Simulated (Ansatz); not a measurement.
## Electronic structure of Cl$_{3}$HOTi···H$_{2}$ in real space

```xyz
8

Ti   -0.7636   -0.3981   -0.8659
O     0.1390   -0.9832    0.5074
Cl   -0.2204   -1.5522   -2.6440
Cl   -2.9068   -0.5644   -0.4560
Cl   -0.2192    1.7072   -1.1302
H     1.4500    1.3158    1.4002
H     1.8006    1.0496    2.0218
H     0.7202   -0.5747    1.1668
```

Theory: RKS B3LYP-D4/def2-SVP (Ansatz 0.2.0).

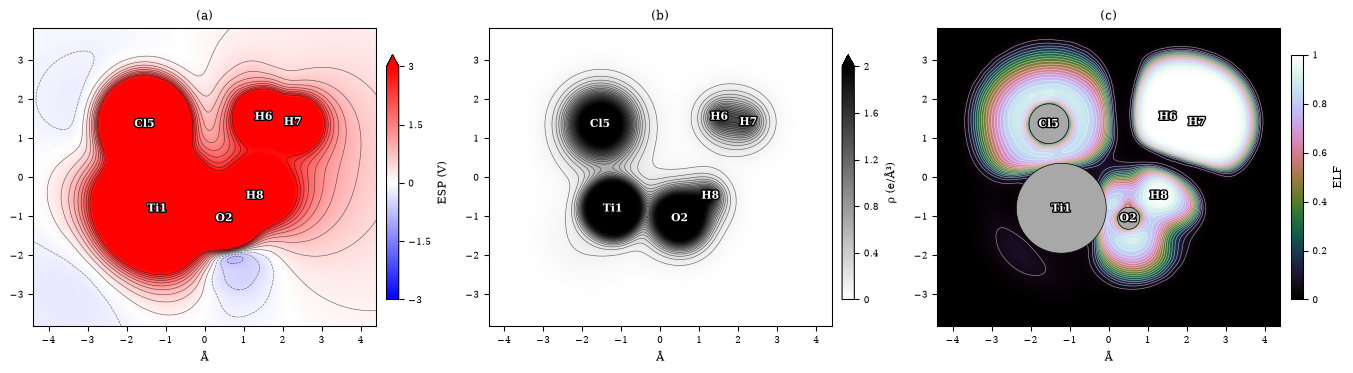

Figure 1. (a) electrostatic potential; (b) total electron density; (c) ELF on the plane of atoms O2, Ti1 and Cl5. Grey discs cover the atomic cores in the ELF map.

What does the map show?

- The plane passes through Ti, O, Cl and H nuclei.
- H6···H8 (2.04 Å): the density falls to about 0.07 e/Å³ on the way; the ELF dips to about 0.05 between them.
- Ti–O (1.74 Å): ρ at the midpoint is about 1.2 e/Å³; the ELF peaks at about 0.80 in the valence shell of O, 0.5 Å from its nucleus, and drops to about 0.25 between the two atoms.
- Ti–Cl (2.19 Å): ρ at the midpoint is about 0.65 e/Å³; the ELF peaks at about 0.85 in the valence shell of Cl, 0.8 Å from its nucleus, and is about 0.35 at the midpoint.
- H–H (0.76 Å): ρ at the midpoint is about 1.7 e/Å³; the ELF peaks at about 1 between the atoms.
- O–H (0.97 Å): ρ is about 3.6 e/Å³ halfway; the ELF climbs to about 1 towards the hydrogen, as it does in any bond to H; an ordinary covalent bond to hydrogen.
- Outside the dense part of the complex the potential is most negative (−0.8 V) near O2.

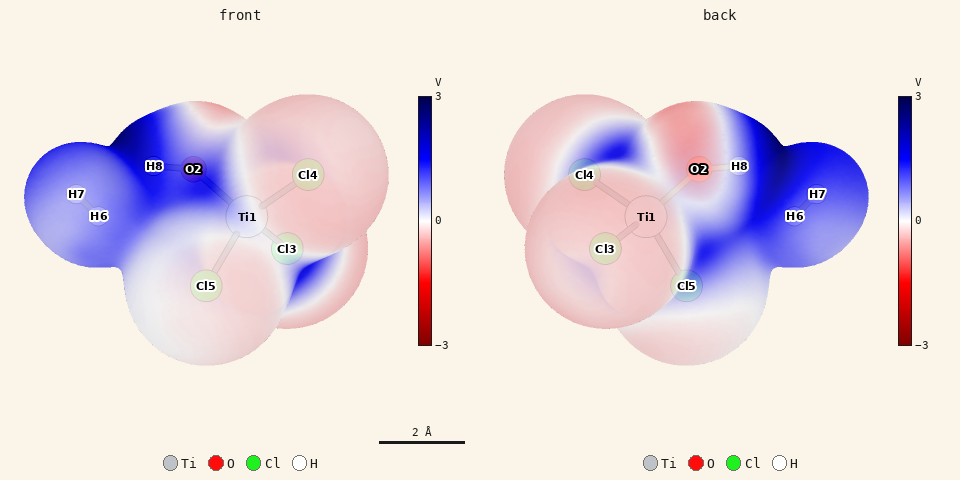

Figure 2. The molecular electrostatic potential painted on the density surface at 0.002 e/bohr³, seen from the front and from behind; red is negative and blue positive.

Which sites attract a positive test charge, and which a negative one?

A positive charge is drawn to the negative regions and a negative charge to the positive ones. The most negative region (about −0.5 V, or −12 kcal/mol for a unit charge) lies over O2, the most positive (about +2.6 V, or +60 kcal/mol for a unit charge) over H8.

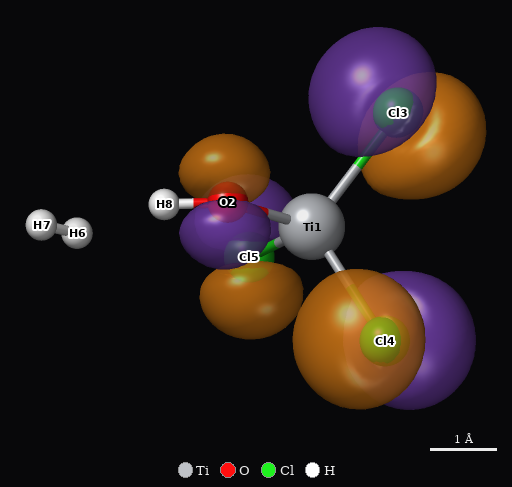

Figure 3. The HOMO−1 at ±0.1 Å⁻³ᐟ² (orange and purple are the two phases), seen from one side.

What is the character of this orbital?

Its weight (Hirshfeld) is mainly on Cl4 (about 40 %), Cl3 (about 35 %), Cl5 (about 10 %) and O2 (about 10 %); largely a combination of lone pairs on Cl4, Cl3, Cl5 and O2. Its energy is −8.87 eV.
